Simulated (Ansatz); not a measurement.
# Run report: CH7ClSi, geometry relaxation (part 2 of 2)

CH7ClSi; UKS B3LYP/def2-SVP (Ansatz 0.2.0). The input holds or restrains some coordinates. It belongs to a series of runs on one base structure; here: pulled along the bonds that form and break, towards end B.

Geometry of the input (Å):
```
Si -0.9894  0.1388  -0.3944
Cl 0.1710  -1.5718  -1.7898
H  -0.8845  0.9080  -1.6206
H  -1.5227  1.1691  0.5398
H  -1.7917  -1.0114  -0.0194
H  0.7532  -0.6769  -0.3969
C  0.8921  0.1630  0.7022
H  1.9006  -0.2630  0.7292
H  0.4426  -0.0852  1.6524
H  1.0290  1.2292  0.5976
```

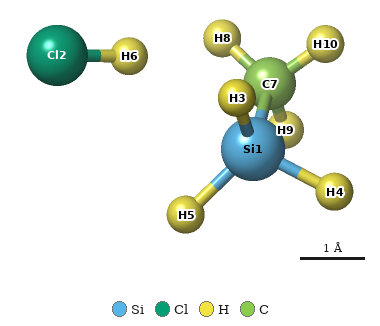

Figure 1. The geometry at step 6 of the log (ball-and-stick view, seen at a tilt; atoms are numbered from 1 in the order of the input).

What the program printed, continued:
```
relax step  12: F+E_penalty+E_count = -21545.28227639 eV  Δ(F+E_penalty+E_count) = -6.983e-3 eV  max|allowed force component| = 6.642e-1 eV/Å  E_restraint = 0.00735495 eV  max|allowed force component, restraints' pulls added| = 1.197e-1 eV/Å  Δτ_max = 0.0966 Å  (25 SCF iters, accepted)
  distance Si 0 - C 6 = 1.8808 Å
  distance H 5 - Cl 1 = 1.3140 Å
  distance Si 0 - Cl 1 = 3.4379 Å
  distance H 5 - C 6 = 2.3773 Å
896 factors; integrals over basis functions are off by at most 9.3e-4 eV
mean field evaluation 96: about -21545.2823 eV, gradient 5.1e-3 eV
mean field -21545.28227639 eV, -791.7745197404 hartree, gradient 7.0e-5 eV, S^2 0.000000; 1 other end points of the search recorded, 0 dependent functions left out
the calculation of the forces begins
reference -21545.28252495 eV, -791.7745288751 hartree; 22, 22 occupied and 63, 63 virtual orbitals, 896 factors
Total energy: -21545.28252495 eV, -791.7745288751 hartree
Atom 0 at    -0.986593     0.438103    -0.072327 Å, force    -0.405850     0.164321    -0.027967 eV/Å
Atom 1 at     0.595606    -1.943052    -1.981825 Å, force     0.252470     0.099057     0.409194 eV/Å
Atom 2 at    -0.867174     0.924457    -1.473876 Å, force    -0.002543     0.008640     0.001382 eV/Å
Atom 3 at    -1.817398     1.416337     0.695095 Å, force     0.016203    -0.015145    -0.000782 eV/Å
Atom 4 at    -1.682358    -0.878932    -0.044910 Å, force     0.007741     0.015565    -0.007986 eV/Å
Atom 5 at     0.906095    -1.392004    -0.830118 Å, force    -0.134490    -0.441145    -0.664234 eV/Å
Atom 6 at     0.691289     0.350237     0.772950 Å, force     0.316542     0.128334     0.338845 eV/Å
Atom 7 at     1.484884    -0.226575     0.268889 Å, force    -0.038954     0.043318    -0.010775 eV/Å
Atom 8 at     0.583451    -0.062370     1.791226 Å, force     0.005395     0.022636    -0.048188 eV/Å
Atom 9 at     1.092398     1.373598     0.874997 Å, force    -0.016514    -0.025582     0.010512 eV/Å
Dipole moment:     0.187464     0.125626     0.295903 e Å
```

Trajectory as extended XYZ (Å, eV, eV/Å), 12 frames, from step=1 to step=12:
```
10
Properties=species:S:1:pos:R:3:forces:R:3 step=1 energy=-21543.26061
Si   -0.9894    0.1388   -0.3944    0.4957   0.2430   0.5779
Cl    0.1710   -1.5718   -1.7898    0.7328  -0.2628   0.0953
H    -0.8845    0.9080   -1.6206   -0.0956   0.2297  -0.5406
H    -1.5227    1.1691    0.5398    0.1061   0.2850   0.4043
H    -1.7917   -1.0114   -0.0194   -0.4012  -0.4312   0.0068
H     0.7532   -0.6769   -0.3969   -0.4183   0.4726   0.3382
C     0.8921    0.1630    0.7022   -0.4212  -0.7298  -1.1219
H     1.9006   -0.2630    0.7292    0.2886  -0.3095  -0.2173
H     0.4426   -0.0852    1.6524   -0.3363  -0.1763   0.5779
H     1.0290    1.2292    0.5976    0.0493   0.6793  -0.1205
10
Properties=species:S:1:pos:R:3:forces:R:3 step=2 energy=-21543.31747
Si   -0.9999    0.2294   -0.2915    1.5438  -1.3064  -0.6917
Cl    0.2707   -1.6528   -1.8309    1.0694   0.4152   1.0885
H    -0.8854    0.9077   -1.6165   -0.0942  -0.2601   0.1666
H    -1.5292    1.1862    0.5566   -0.9415   1.8160   1.6473
H    -1.7906   -1.0074   -0.0190    0.1300   0.2014  -0.2227
H     0.7146   -0.7876   -0.5525   -0.4506  -0.8404  -1.2464
C     0.8648    0.2206    0.7567    0.0770  -1.9421  -2.2939
H     1.8907   -0.2594    0.7281   -0.9866   0.0373  -0.5011
H     0.4352   -0.0844    1.6689   -0.5926  -0.0018   1.7595
H     1.0294    1.2476    0.6002    0.2452   1.8809   0.2940
10
Properties=species:S:1:pos:R:3:forces:R:3 step=3 energy=-21543.45819
Si   -0.9929    0.3024   -0.1999    2.3444  -3.1107  -2.4037
Cl    0.3511   -1.7205   -1.8673    0.9376   0.6725   1.3205
H    -0.8861    0.9014   -1.6095   -0.1216  -0.4313   0.7792
H    -1.5453    1.2132    0.5799   -1.9146   3.1414   2.6860
H    -1.7851   -1.0008   -0.0228    0.4423   0.7527  -0.2141
H     0.6974   -0.9068   -0.7057   -0.2635  -1.3143  -1.7102
C     0.8304    0.2759    0.8045    0.7183  -2.8833  -3.0322
H     1.8708   -0.2563    0.7209   -1.9002   0.4249  -0.5374
H     0.4276   -0.0821    1.6933   -0.6786   0.1221   2.5173
H     1.0323    1.2734    0.6067    0.4358   2.6260   0.5945
10
Properties=species:S:1:pos:R:3:forces:R:3 step=4 energy=-21544.00554
Si   -0.9658    0.3521   -0.1246    1.7131  -3.0260  -2.6603
Cl    0.4376   -1.8114   -1.9280    0.4671   0.3108   0.6287
H    -0.8883    0.8911   -1.5877   -0.0504  -0.4237   1.0904
H    -1.5841    1.2726    0.6293   -1.7426   2.5873   2.1188
H    -1.7727   -0.9804   -0.0267    0.6181   0.9862  -0.0930
H     0.6974   -1.0312   -0.8555    0.0573  -0.8215  -0.9468
C     0.7889    0.3134    0.8268    1.0580  -2.5868  -2.5354
H     1.8272   -0.2465    0.7087   -2.1696   0.5408  -0.5493
H     0.4191   -0.0769    1.7368   -0.2922   0.5267   1.9972
H     1.0409    1.3170    0.6210    0.3412   1.9060   0.9496
10
Properties=species:S:1:pos:R:3:forces:R:3 step=5 energy=-21544.86576
Si   -0.9429    0.3549   -0.1081   -0.1808   0.3789   0.3495
Cl    0.5490   -1.9412   -2.0215    0.1499   0.0764   0.1743
H    -0.8866    0.8585   -1.4984    0.0804   0.0038  -0.1463
H    -1.6729    1.3856    0.7147    0.0511  -0.1498  -0.1470
H    -1.7188   -0.9026   -0.0302   -0.0001  -0.1695  -0.0080
H     0.7278   -1.1560   -0.9884    0.1821  -0.3746  -0.3464
C     0.7352    0.3263    0.8118    1.2544  -1.4275  -1.0441
H     1.7273   -0.2463    0.6524   -1.5882   0.2940  -0.5287
H     0.4293   -0.0361    1.7905    0.0246   0.7051   0.8213
H     1.0529    1.3569    0.6771    0.0267   0.6633   0.8754
10
Properties=species:S:1:pos:R:3:forces:R:3 step=6 energy=-21545.17192
Si   -0.9589    0.3929   -0.0713   -0.2455  -0.3615  -0.5727
Cl    0.5771   -1.9727   -2.0438    0.1401   0.0495   0.1366
H    -0.8771    0.8664   -1.4902    0.0320  -0.0497   0.1550
H    -1.6913    1.3885    0.7089   -0.3880   0.4062   0.2713
H    -1.7118   -0.9010   -0.0181    0.1133   0.1210   0.0086
H     0.8241   -1.2189   -1.0098    0.0648  -0.2944  -0.3150
C     0.7023    0.3335    0.8014    1.2287  -0.5154   0.0456
H     1.6051   -0.3042    0.5124   -1.1365   0.5017  -0.0138
H     0.4630    0.0373    1.8407    0.1781   0.2687  -0.0143
H     1.0677    1.3780    0.7700    0.0129  -0.1262   0.2986
10
Properties=species:S:1:pos:R:3:forces:R:3 step=7 energy=-21545.25605
Si   -0.9667    0.4158   -0.0476   -0.5330   0.0645  -0.2817
Cl    0.5475   -1.9498   -2.0272    0.2603   0.1583   0.3296
H    -0.8408    0.8656   -1.4653    0.0266   0.0024   0.0636
H    -1.8575    1.4011    0.6497    0.2267  -0.0343   0.0812
H    -1.6657   -0.9007   -0.0165    0.0399   0.0157   0.0359
H     0.8869   -1.2316   -0.9829   -0.0889  -0.4620  -0.5983
C     0.7148    0.3319    0.8027    0.0593   0.4087   0.5485
H     1.4980   -0.3421    0.4148   -0.1287   0.0332  -0.0280
H     0.5418    0.0562    1.8610    0.1056  -0.0325  -0.1230
H     1.1418    1.3534    0.8113    0.0323  -0.1540  -0.0279
10
Properties=species:S:1:pos:R:3:forces:R:3 step=8 energy=-21545.27445
Si   -1.0064    0.4286   -0.0561   -0.3175   0.1295  -0.0096
Cl    0.5864   -1.9255   -1.9929    0.2945   0.1037   0.3000
H    -0.8775    0.8916   -1.4644   -0.0322   0.0170  -0.0048
H    -1.8163    1.4318    0.7065    0.0291  -0.0487  -0.0415
H    -1.7052   -0.8850   -0.0070   -0.0293   0.0237   0.0006
H     1.0393   -1.2850   -0.9403   -0.1993  -0.4262  -0.6280
C     0.6756    0.3334    0.7830    0.2950   0.0833   0.2783
H     1.4243   -0.3585    0.3534   -0.0872   0.1314   0.1023
H     0.5405    0.0347    1.8360    0.0268  -0.0011  -0.0050
H     1.1394    1.3338    0.7818    0.0200  -0.0127   0.0076
10
Properties=species:S:1:pos:R:3:forces:R:3 step=9 energy=-21545.26832
Si   -0.9842    0.4095   -0.0668   -0.3768   0.2384   0.0683
Cl    0.5859   -1.9403   -2.0227    0.2830   0.2323   0.4711
H    -0.8589    0.8760   -1.4727   -0.0036   0.0023  -0.0302
H    -1.7909    1.4101    0.6937   -0.0507   0.0042  -0.0202
H    -1.6862   -0.9001   -0.0137   -0.0133  -0.0226  -0.0088
H     0.9230   -1.2548   -0.9478   -0.1361  -0.5359  -0.7427
C     0.6856    0.3410    0.7962    0.3478   0.0234   0.2376
H     1.4548   -0.3386    0.3860   -0.0569   0.0772   0.0505
H     0.5386    0.0477    1.8490    0.0010  -0.0135  -0.0095
H     1.1324    1.3492    0.7988    0.0055  -0.0058  -0.0161
10
Properties=species:S:1:pos:R:3:forces:R:3 step=10 energy=-21545.27529
Si   -0.9850    0.4205   -0.0688   -0.3767   0.2034   0.0083
Cl    0.5938   -1.9332   -2.0134    0.2441   0.1305   0.3885
H    -0.8619    0.8919   -1.4741   -0.0072   0.0059  -0.0141
H    -1.7995    1.4142    0.6928   -0.0272  -0.0004  -0.0057
H    -1.6863   -0.8914   -0.0232    0.0000  -0.0058  -0.0089
H     0.9074   -1.3200   -0.8945   -0.1115  -0.4524  -0.6500
C     0.6885    0.3452    0.7864    0.3155   0.0713   0.2771
H     1.4729   -0.2898    0.3407   -0.0330   0.0356  -0.0068
H     0.5560    0.0010    1.8253    0.0006   0.0050   0.0067
H     1.1143    1.3614    0.8290   -0.0047   0.0068   0.0048
10
Properties=species:S:1:pos:R:3:forces:R:3 step=11 energy=-21545.27767 accepted=F
Si   -0.9839    0.4475   -0.0769   -0.3989   0.1278  -0.0816
Cl    0.6021   -1.9363   -1.9809    0.2923   0.1553   0.7136
H    -0.8657    0.9374   -1.4780   -0.0100   0.0113   0.0144
H    -1.8204    1.4191    0.6915    0.0166  -0.0105   0.0132
H    -1.6786   -0.8722   -0.0552    0.0186   0.0353  -0.0094
H     0.8667   -1.4699   -0.7698   -0.1651  -0.4861  -0.9413
C     0.6956    0.3581    0.7639    0.6017   0.0986   0.4828
H     1.5156   -0.1625    0.2216   -0.3066   0.1473   0.1002
H     0.6017   -0.1165    1.7670    0.0506   0.1862  -0.3105
H     1.0670    1.3949    0.9169   -0.0991  -0.2651   0.0186
10
Properties=species:S:1:pos:R:3:forces:R:3 step=12 energy=-21545.28228
Si   -0.9866    0.4381   -0.0723   -0.4058   0.1643  -0.0280
Cl    0.5956   -1.9431   -1.9818    0.2525   0.0991   0.4092
H    -0.8672    0.9245   -1.4739   -0.0025   0.0086   0.0014
H    -1.8174    1.4163    0.6951    0.0162  -0.0151  -0.0008
H    -1.6824   -0.8789   -0.0449    0.0077   0.0156  -0.0080
H     0.9061   -1.3920   -0.8301   -0.1345  -0.4411  -0.6642
C     0.6913    0.3502    0.7730    0.3165   0.1283   0.3388
H     1.4849   -0.2266    0.2689   -0.0390   0.0433  -0.0108
H     0.5835   -0.0624    1.7912    0.0054   0.0226  -0.0482
H     1.0924    1.3736    0.8750   -0.0165  -0.0256   0.0105
```

Summary:

```csv
quantity,value
outcome,converged under the restraints of the input
total energy,−21545.2825 eV
mean-field energy,−21545.2825 eV
"largest force (length of the vector) at the end, held atoms and coordinates included",0.809 eV/Å
hardware,"2 threads of Arm Neoverse V1, 24 GiB of memory available, shared host"
wall time,34 s (CPU time 65 s)
peak memory,0.22 GiB
```
